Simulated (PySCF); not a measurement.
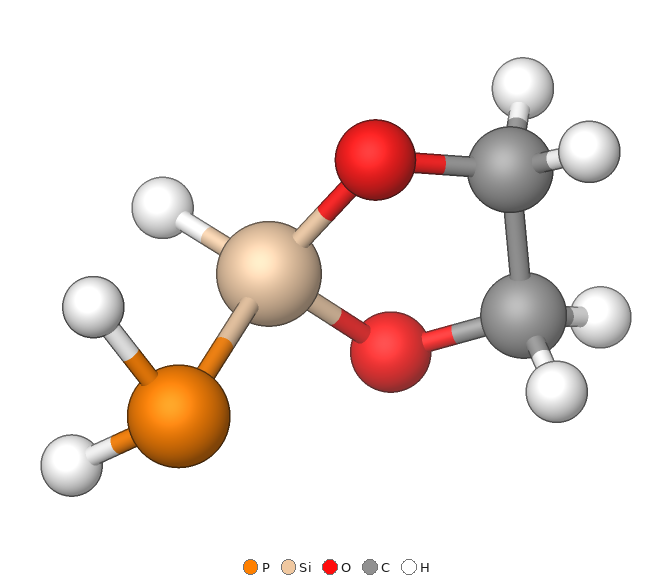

Rendered structure (ball-and-stick style).

The geometry was computed by an optimisation with PBE0-D3(BJ)/def2-SVP. No frequency run is at hand to confirm it as a minimum.

> Count the atoms of each element.

C2H7O2PSi, 13 atoms: 2 carbon, 7 hydrogen, 2 oxygen, 1 phosphorus and 1 silicon.

> Give a SMILES string for it.

P[SiH]1OCCO1

> Does it have rings?

Independent rings (smallest set): 1 of 5 members.

> Count the bonded pairs by element.

4 C–H, 2 O–Si, 2 C–O, 2 P–H, 1 P–Si, 1 C–C, 1 Si–H.

The parts below concern this one geometry. Atoms keep their numbers from picture to picture.

## Symmetry

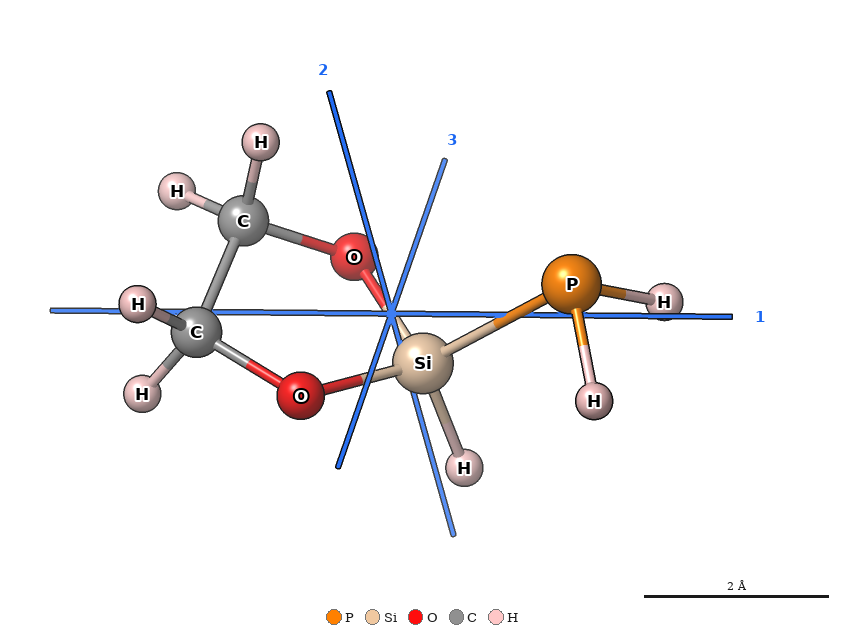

The three principal axes of inertia are drawn and numbered. Depth is shown by fading: the farther an atom, the more it takes the colour of the background. No frequency run is at hand to confirm it as a minimum. Masses are those of the most abundant isotopes; constants are for the rigid equilibrium geometry.

> Which line is the a axis (least moment of inertia), which b and which c?

a is line 1, b is line 3, c is line 2; the moments are 108, 323, 355 u Å².

> What kind of rotor is it, and what are its rotational constants in MHz?

An asymmetric top (C1): A = 4675, B = 1567, C = 1422 MHz. Ray's parameter κ is −0.91, close to the prolate limit.

## NMR shielding

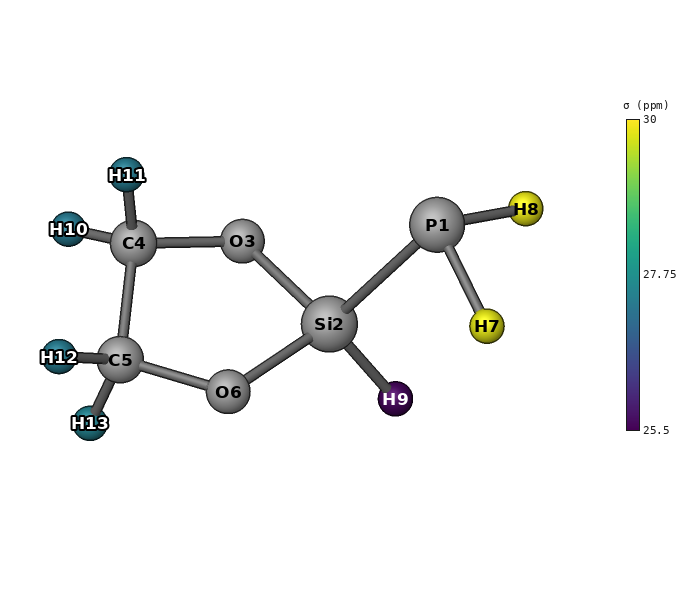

Atoms are coloured by their isotropic NMR shieldings (H only, the others grey). No frequency run is at hand to confirm it as a minimum. Properties computed with GIAO CAM-B3LYP/pcSseg-1 NMR shielding, non-relativistic, gas phase (PySCF 2.14.0).

> Which H atom is the most shielded (lowest chemical shift)?

H8 (29.84 ppm).

> Which H atom is the least shielded (highest chemical shift)?

H9 (25.60 ppm).

> How wide is the range of H shifts?

4.24 ppm.

Give the isotropic NMR shieldings of the H atoms atom by atom.

```csv
atom,σ (ppm)
H7,29.80
H8,29.84
H9,25.60
H10,27.32
H11,27.35
H12,27.36
H13,27.48
```

## Dipole moment

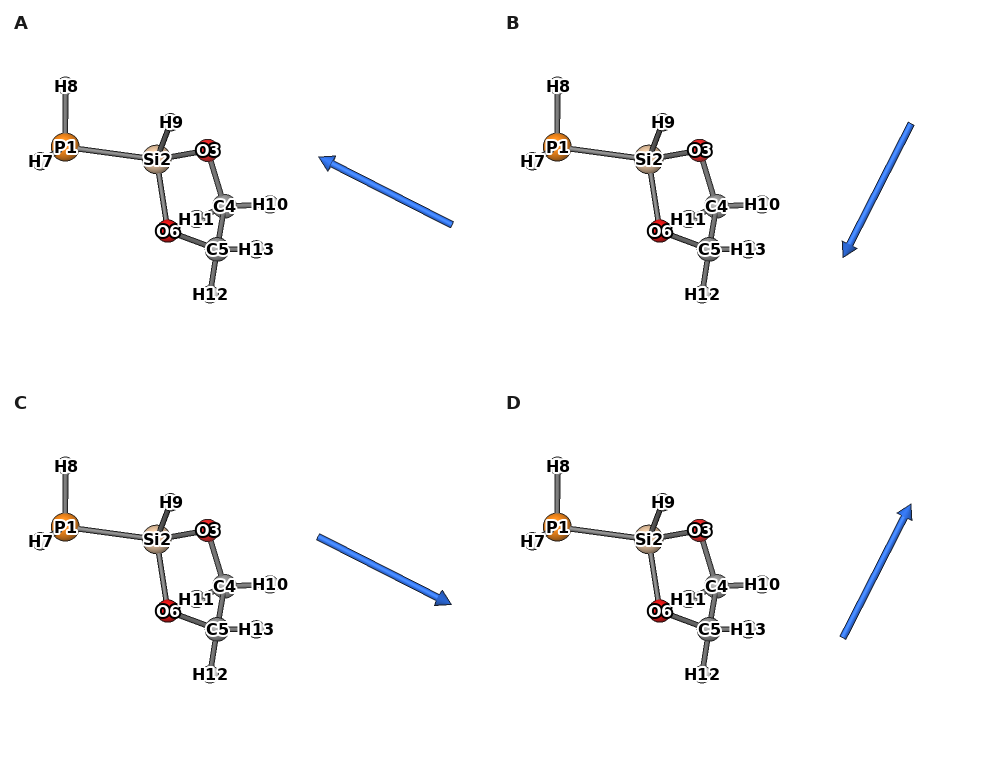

The same molecule four times, each with an arrow. No frequency run is at hand to confirm it as a minimum. Method: B97-2/pcSseg-1, gas phase (PySCF 2.14.0).

> Which arrow points along the dipole moment, from the negative to the positive end?

C. The dipole moment is 0.98 D; it points from the side of H8 to the side of H13 (the outermost atoms at the two ends).

## Ring current

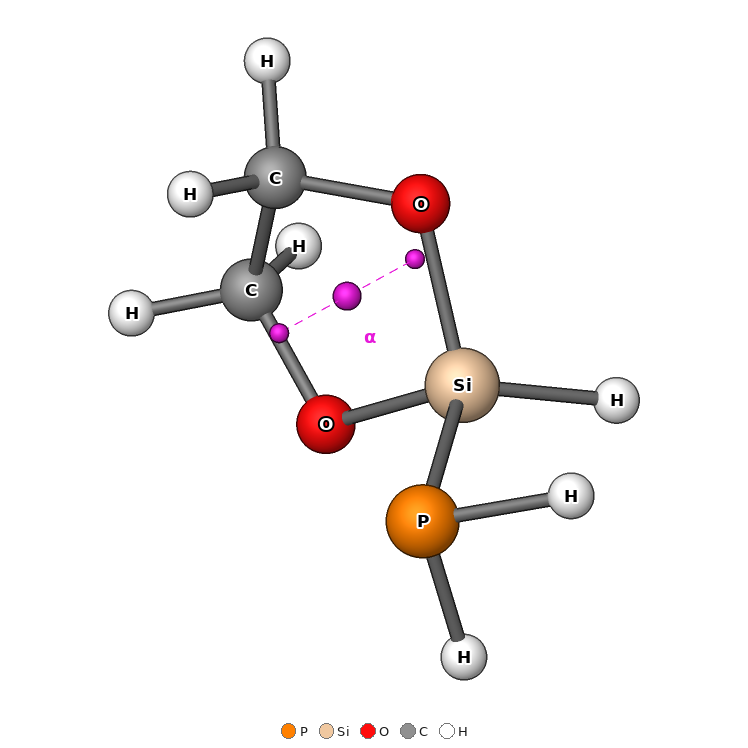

The small points mark where nucleus-independent chemical shifts (NICS) were computed: at the centre of each lettered ring and 1 Å above and below it. No frequency run is at hand to confirm it as a minimum. Method: GIAO CAM-B3LYP/pcSseg-1 NMR shielding, non-relativistic, gas phase (PySCF 2.14.0).

Give NICS(0), NICS(1) and the out-of-plane component NICS(1)zz for each ring (means of the two sides).

```tsv
ring	members	NICS(0)	NICS(1)	NICS(1)zz
α	C2O2Si	−7.0	−2.4	−4.8
```

Values in ppm.

> What do the values say about the ring currents?

Ring α: weak, as in a non-aromatic ring. NICS is one index among several.
